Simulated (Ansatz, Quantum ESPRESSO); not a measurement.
## Tb3Al (Pm-3m): zone-centre phonons

Wanted: the vibrations of Tb3Al (Pm-3m) at Γ, by two programs.

Method: DFT PBEsol, scalar-relativistic, plane waves, PseudoDojo norm-conserving, 4f in core pseudopotentials, in Quantum ESPRESSO 7.5.

## 1. Starting point

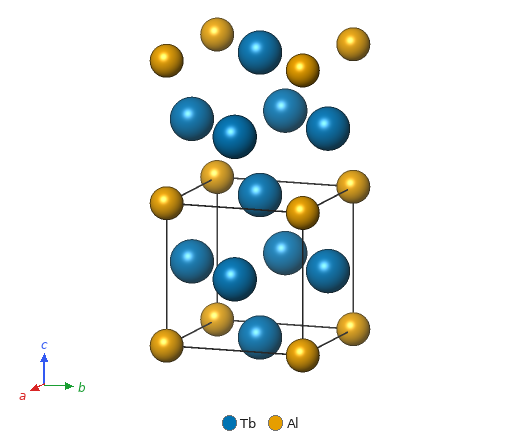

The starting structure, seen slightly off an axis (terbium blue, aluminium orange). 1×1×2 cells are drawn. Some periodic images of atoms are drawn too.

Coordinates:

```cif
data_structure
_symmetry_space_group_name_H-M 'Pm-3m'
_symmetry_Int_Tables_number 221
_cell_length_a 4.7609
_cell_length_b 4.7609
_cell_length_c 4.7609
_cell_angle_alpha 90.000
_cell_angle_beta 90.000
_cell_angle_gamma 90.000
_cell_volume 107.91
loop_
_atom_site_label
_atom_site_type_symbol
_atom_site_symmetry_multiplicity
_atom_site_Wyckoff_symbol
_atom_site_fract_x
_atom_site_fract_y
_atom_site_fract_z
_atom_site_occupancy
Tb1 Tb 3 c 0.00000 0.50000 0.50000 1
Al1 Al 1 a 0.00000 0.00000 0.00000 1
```

## 2. A probe with smearing

A cheap run with smearing and empty bands tells whether the crystal has a gap, which decides between fixed occupations and smearing later on.

File probe.in:

```
&control
   calculation = 'scf'
   prefix = 'x'
   outdir = './tmp'
   pseudo_dir = './pseudo'
   tprnfor = .true.
   tstress = .true.
   verbosity = 'high'
/
&system
   ibrav = 1
   celldm(1) = 8.99684127
   nat = 4
   ntyp = 2
   ecutwfc = 42.0
   input_dft = 'pbesol'
   occupations = 'smearing'
   smearing = 'gaussian'
   degauss = 0.01
/
&electrons
   conv_thr = 1.0d-07
   mixing_beta = 0.7
   electron_maxstep = 100
/
ATOMIC_SPECIES
 Tb    158.9254  Tb.upf
 Al     26.9815  Al.upf
ATOMIC_POSITIONS crystal
 Tb     0.000000000   0.500000000   0.500000000
 Tb     0.500000000   0.500000000   0.000000000
 Tb     0.500000000   0.000000000   0.500000000
 Al     0.000000000   0.000000000   0.000000000
K_POINTS automatic
 4 4 4 0 0 0
```

Command:

```console
> OMP_NUM_THREADS=1 mpirun -n 4 pw.x -nk 4 -in probe.in > probe.out
```

The log of the run:

```text
[banners, grids, parts of the stress and lines that vanish by symmetry left out]
Program PWSCF v.7.5
     IMPORTANT: XC functional enforced from input :
     Exchange-correlation= PBESOL
                           (   1   4  10   8   0   0   0)
[...]
kinetic-energy cutoff     =      42.0000  Ry
     charge density cutoff     =     168.0000  Ry
     scf convergence threshold =      1.0E-07
[...]
Exchange-correlation= PBESOL
                           (   1   4  10   8   0   0   0)
[...]
48 Sym. Ops., with inversion, found
[...]
(     0          1          0      )
                  (     0          0          1      )
[...]
(  0.0000000  1.0000000  0.0000000 )
                  (  0.0000000  0.0000000  1.0000000 )
[...]
(     0         -1          0      )
[...]
(     1          0          0      )
[...]
( -1.0000000  0.0000000  0.0000000 )
                  (  0.0000000  1.0000000  0.0000000 )
[...]
number of k points=    10  Gaussian smearing, width (Ry)=  0.0100
[...]
End of self-consistent calculation
[...]
the Fermi energy is    10.2157 ev
!    total energy              =    -260.00750661 Ry
[...]
convergence has been achieved in   7 iterations
[...]
atom    1 type  1   force =     0.00000000    0.00000000    0.00000000
     atom    2 type  1   force =     0.00000000    0.00000000    0.00000000
     atom    3 type  1   force =     0.00000000    0.00000000    0.00000000
     atom    4 type  2   force =     0.00000000    0.00000000    0.00000000
[...]
Total force =     0.000000     Total SCF correction =     0.000000
[...]
total   stress  (Ry/bohr**3)                   (kbar)     P=      -26.40
[...]
XML data file, charge density, pseudopotentials, collected wavefunctions

   JOB DONE.
```

Run time: 3.7 s. Hardware: 4 MPI ranks of Arm Neoverse V2, shared host.

Read from the output:

| Item | Value |
| --- | --- |
| volume per atom | 26.98 Å³ |
| pressure | -2.640 GPa |
| gap on the k-mesh | 0 eV |

No gap opens on this mesh, so smearing is kept; the start stands at -2.6 GPa.

## 3. Relaxing the cell and atoms

Frequencies change by per cents with a per cent of volume, so the structure is first brought to rest at this level of theory.

File relax.in:

```
&control
   calculation = 'vc-relax'
   prefix = 'x'
   outdir = './tmp'
   pseudo_dir = './pseudo'
   tprnfor = .true.
   tstress = .true.
   forc_conv_thr = 2.0d-05
   etot_conv_thr = 1.0d-07
   nstep = 40
/
&system
   ibrav = 1
   celldm(1) = 8.99684127
   nat = 4
   ntyp = 2
   ecutwfc = 42.0
   input_dft = 'pbesol'
   occupations = 'smearing'
   smearing = 'mv'
   degauss = 0.02
/
&electrons
   conv_thr = 1.0d-11
   mixing_beta = 0.7
   electron_maxstep = 100
/
&ions
/
&cell
   press_conv_thr = 0.1
/
ATOMIC_SPECIES
 Tb    158.9254  Tb.upf
 Al     26.9815  Al.upf
ATOMIC_POSITIONS crystal
 Tb     0.000000000   0.500000000   0.500000000
 Tb     0.500000000   0.500000000   0.000000000
 Tb     0.500000000   0.000000000   0.500000000
 Al     0.000000000   0.000000000   0.000000000
K_POINTS automatic
 6 6 6 0 0 0
```

Command:

```console
> OMP_NUM_THREADS=1 mpirun -n 4 pw.x -nk 4 -in relax.in > relax.out
```

The log of the run:

```text
[banners, grids, parts of the stress and lines that vanish by symmetry left out]
[banner, memory and clock lines left out]
Program PWSCF v.7.5

[...]
Exchange-correlation= PBESOL
                           (   1   4  10   8   0   0   0)
[...]
kinetic-energy cutoff     =      42.0000  Ry
     charge density cutoff     =     168.0000  Ry
     scf convergence threshold =      1.0E-11
[...]
energy convergence thresh.=      1.0E-07
     force convergence thresh. =      2.0E-05
     press convergence thresh. =      1.0E-01
     Exchange-correlation= PBESOL
                           (   1   4  10   8   0   0   0)
[...]
48 Sym. Ops., with inversion, found
[...]
number of k points=    20  Marzari-Vanderbilt smearing, width (Ry)=  0.0200
[...]
End of self-consistent calculation
[...]
the Fermi energy is    10.1565 ev
!    total energy              =    -260.00417215 Ry
[...]
convergence has been achieved in   9 iterations
[...]
atom    1 type  1   force =     0.00000000    0.00000000    0.00000000
     atom    2 type  1   force =     0.00000000    0.00000000    0.00000000
     atom    3 type  1   force =     0.00000000    0.00000000    0.00000000
     atom    4 type  2   force =     0.00000000    0.00000000    0.00000000
     Total force =     0.000000     Total SCF correction =     0.000000
[...]
total   stress  (Ry/bohr**3)                   (kbar)     P=      -28.12
[...]
number of bfgs steps    =   0
[...]
CELL_PARAMETERS (alat=  8.99684127)
[...]
ATOMIC_POSITIONS (crystal)
Tb               0.0000000000        0.5000000000        0.5000000000
Tb               0.5000000000        0.5000000000        0.0000000000
Tb               0.5000000000        0.0000000000        0.5000000000
Al               0.0000000000        0.0000000000        0.0000000000
[...]
New effective cutoffs (rho, wfc):  169.39   42.39
[...]
End of self-consistent calculation
[...]
the Fermi energy is    10.3270 ev
!    total energy              =    -260.00590238 Ry
[...]
convergence has been achieved in   8 iterations
[...]
atom    1 type  1   force =     0.00000000    0.00000000    0.00000000
     atom    2 type  1   force =     0.00000000    0.00000000    0.00000000
     atom    3 type  1   force =     0.00000000    0.00000000    0.00000000
     atom    4 type  2   force =     0.00000000    0.00000000    0.00000000
     Total force =     0.000000     Total SCF correction =     0.000000
[...]
total   stress  (Ry/bohr**3)                   (kbar)     P=      -20.81
[...]
number of bfgs steps    =   1
[...]
CELL_PARAMETERS (alat=  8.99684127)
[...]
ATOMIC_POSITIONS (crystal)
[...]
New effective cutoffs (rho, wfc):  171.86   43.01
[...]
End of self-consistent calculation
[...]
the Fermi energy is    10.5886 ev
!    total energy              =    -260.00748280 Ry
[...]
convergence has been achieved in  10 iterations
[...]
atom    1 type  1   force =     0.00000000    0.00000000    0.00000000
     atom    2 type  1   force =     0.00000000    0.00000000    0.00000000
     atom    3 type  1   force =     0.00000000    0.00000000    0.00000000
     atom    4 type  2   force =     0.00000000    0.00000000    0.00000000
     Total force =     0.000000     Total SCF correction =     0.000000
[...]
total   stress  (Ry/bohr**3)                   (kbar)     P=       -9.24
[...]
number of bfgs steps    =   2
[...]
CELL_PARAMETERS (alat=  8.99684127)
[...]
ATOMIC_POSITIONS (crystal)
[...]
New effective cutoffs (rho, wfc):  173.82   43.50
[...]
End of self-consistent calculation
[...]
the Fermi energy is    10.7974 ev
!    total energy              =    -260.00784627 Ry
[...]
convergence has been achieved in  11 iterations
[...]
atom    1 type  1   force =     0.00000000    0.00000000    0.00000000
     atom    2 type  1   force =     0.00000000    0.00000000    0.00000000
[...]
Total force =     0.000000     Total SCF correction =     0.000000
[...]
total   stress  (Ry/bohr**3)                   (kbar)     P=        0.29
[...]
number of bfgs steps    =   3
[...]
CELL_PARAMETERS (alat=  8.99684127)
[...]
ATOMIC_POSITIONS (crystal)
[...]
New effective cutoffs (rho, wfc):  173.76   43.48
[...]
End of self-consistent calculation
[...]
the Fermi energy is    10.7910 ev
!    total energy              =    -260.00784661 Ry
[...]
convergence has been achieved in   8 iterations
[...]
Total force =     0.000000     Total SCF correction =     0.000000
[...]
total   stress  (Ry/bohr**3)                   (kbar)     P=       -0.00
[...]
number of bfgs steps    =   4
[...]
small trust_radius: resetting bfgs history
[...]
CELL_PARAMETERS (alat=  8.99684127)
[...]
ATOMIC_POSITIONS (crystal)
[...]
New effective cutoffs (rho, wfc):  173.76   43.48
[...]
End of self-consistent calculation
[...]
the Fermi energy is    10.7910 ev
!    total energy              =    -260.00784661 Ry
[...]
convergence has been achieved in   2 iterations
[...]
atom    1 type  1   force =     0.00000000    0.00000000    0.00000000
     atom    2 type  1   force =     0.00000000    0.00000000    0.00000000
     atom    3 type  1   force =     0.00000000    0.00000000    0.00000000
     atom    4 type  2   force =     0.00000000    0.00000000    0.00000000
     Total force =     0.000000     Total SCF correction =     0.000000
[...]
total   stress  (Ry/bohr**3)                   (kbar)     P=       -0.00
[...]
bfgs converged in   6 scf cycles and   5 bfgs steps
[...]
End of BFGS Geometry Optimization
     Final enthalpy           =    -260.0078466108 Ry
     File ./tmp/x.bfgs deleted, as requested
[...]
CELL_PARAMETERS (alat=  8.99684127)
[...]
ATOMIC_POSITIONS (crystal)
[...]
Tb               0.5000000000        0.0000000000        0.5000000000
Al               0.0000000000        0.0000000000        0.0000000000
[...]
Final scf calculation at the relaxed structure.
[...]
kinetic-energy cutoff     =      42.0000  Ry
     charge density cutoff     =     168.0000  Ry
     scf convergence threshold =      1.0E-13
[...]
press convergence thresh. =      1.0E-01
     Exchange-correlation= PBESOL
                           (   1   4  10   8   0   0   0)
[...]
48 Sym. Ops., with inversion, found
[...]
number of k points=    20  Marzari-Vanderbilt smearing, width (Ry)=  0.0200
[...]
c_bands:  1 eigenvalues not converged
[...]
End of self-consistent calculation
[...]
the Fermi energy is    10.7911 ev
!    total energy              =    -260.00670074 Ry
[...]
convergence has been achieved in  13 iterations
[...]
atom    1 type  1   force =     0.00000000    0.00000000    0.00000000
     atom    2 type  1   force =     0.00000000    0.00000000    0.00000000
     atom    3 type  1   force =     0.00000000    0.00000000    0.00000000
     atom    4 type  2   force =     0.00000000    0.00000000    0.00000000
     Total force =     0.000000     Total SCF correction =     0.000000
[...]
total   stress  (Ry/bohr**3)                   (kbar)     P=       -2.32
[...]
XML data file, charge density, pseudopotentials, collected wavefunctions
```

Elapsed: 37 s, on 4 MPI ranks.

Relaxation path:

```
step  energy less that of the first step (eV)  largest force (eV/Å)  pressure (GPa)  volume (Å³)
   1                                   0.0000                0.0000           -2.81       107.91
   2                                  -0.0235                0.0000           -2.08       106.37
   3                                  -0.0450                0.0000           -0.92       104.09
   4                                  -0.0500                0.0000            0.03       102.34
   5                                  -0.0500                0.0000            0.00       102.39
   6                                  -0.0500                0.0000            0.00       102.39
   7                                  -0.0344                0.0000           -0.23       102.39
```

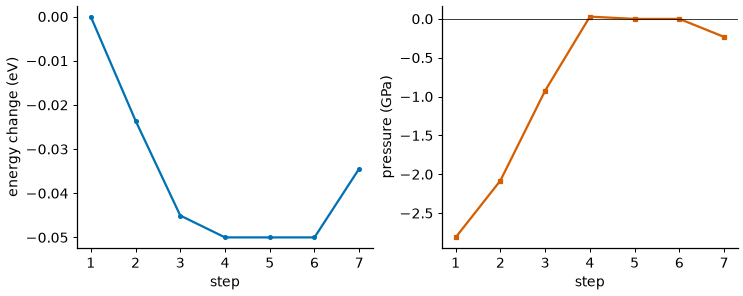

Energy and pressure along the relaxation.

```
conventional cell, symmetrised  before  after  change
                         a (Å)   4.761  4.678  -1.7 %
                         b (Å)   4.761  4.678  -1.7 %
                         c (Å)   4.761  4.678  -1.7 %
              volume (Å³/atom)   26.98  25.60  -5.1 %
```

The relaxed structure:

```cif
data_structure
_symmetry_space_group_name_H-M 'P 1'
_symmetry_Int_Tables_number 1
_cell_length_a 4.6783
_cell_length_b 4.6783
_cell_length_c 4.6783
_cell_angle_alpha 90.000
_cell_angle_beta 90.000
_cell_angle_gamma 90.000
_cell_volume 102.39
loop_
_atom_site_label
_atom_site_type_symbol
_atom_site_fract_x
_atom_site_fract_y
_atom_site_fract_z
_atom_site_occupancy
Tb1 Tb 0.00000 0.50000 0.50000 1
Tb2 Tb 0.50000 0.50000 0.00000 1
Tb3 Tb 0.50000 0.00000 0.50000 1
Al4 Al 0.00000 0.00000 0.00000 1
```

The last row of the table of steps is pw.x's closing run on a basis chosen anew for the final cell, so its energy can jump.

Read from the output:

```
volume per atom : 25.60 Å³
pressure        : -0.2320 GPa
```

The volume changes by -5.1 % from the cell with which this run began.

## 4. Self-consistent run for the response

Perturbation theory inherits every error of the wavefunctions, so the threshold is set near the limit of the arithmetic. Smearing stays on, as the first look found no gap above 0.3 eV.

File scf.in:

```
&control
   calculation = 'scf'
   prefix = 'x'
   outdir = './tmp'
   pseudo_dir = './pseudo'
   tprnfor = .true.
   tstress = .true.
/
&system
   ibrav = 1
   celldm(1) = 8.84068816
   nat = 4
   ntyp = 2
   ecutwfc = 42.0
   input_dft = 'pbesol'
   occupations = 'smearing'
   smearing = 'mv'
   degauss = 0.02
/
&electrons
   conv_thr = 1.0d-12
   mixing_beta = 0.7
   electron_maxstep = 100
/
ATOMIC_SPECIES
 Tb    158.9254  Tb.upf
 Al     26.9815  Al.upf
ATOMIC_POSITIONS crystal
 Tb     0.000000000   0.500000000   0.500000000
 Tb     0.500000000   0.500000000   0.000000000
 Tb     0.500000000   0.000000000   0.500000000
 Al     0.000000000   0.000000000   0.000000000
K_POINTS automatic
 6 6 6 0 0 0
```

Command:

```console
> OMP_NUM_THREADS=1 mpirun -n 4 pw.x -nk 4 -in scf.in > scf.out
```

The log of the run:

```text
[banners, grids, parts of the stress and lines that vanish by symmetry left out]
[banner, memory and clock lines left out]
Program PWSCF v.7.5

[...]
Exchange-correlation= PBESOL
                           (   1   4  10   8   0   0   0)
[...]
kinetic-energy cutoff     =      42.0000  Ry
     charge density cutoff     =     168.0000  Ry
     scf convergence threshold =      1.0E-12
[...]
Exchange-correlation= PBESOL
                           (   1   4  10   8   0   0   0)
[...]
48 Sym. Ops., with inversion, found
[...]
number of k points=    20  Marzari-Vanderbilt smearing, width (Ry)=  0.0200
[...]
End of self-consistent calculation
[...]
the Fermi energy is    10.7911 ev
!    total energy              =    -260.00670074 Ry
[...]
convergence has been achieved in  11 iterations
[...]
atom    1 type  1   force =     0.00000000    0.00000000    0.00000000
     atom    2 type  1   force =     0.00000000    0.00000000    0.00000000
     atom    3 type  1   force =     0.00000000    0.00000000    0.00000000
     atom    4 type  2   force =     0.00000000    0.00000000    0.00000000
     Total force =     0.000000     Total SCF correction =     0.000000
[...]
total   stress  (Ry/bohr**3)                   (kbar)     P=       -2.32
[...]
XML data file, charge density, pseudopotentials, collected wavefunctions
```

The job ended after 7.1 s (4 MPI ranks).

The cell stands at -0.23 GPa, close enough for stiff modes, while soft ones can move.

(Part 1 of 3 ends here.)

[Host names and launcher messages were left out of these logs when they were recorded.]

[Logs are printed without paths, hosts, clocks, repeated set-up lines and the standing remarks that a program may print on its own settings, such as how far it seeks lower states.]

[Hosts, paths, dates, database ids (printed as entryN), source tags and the programs' standing remarks are cut or masked in the printed files.]
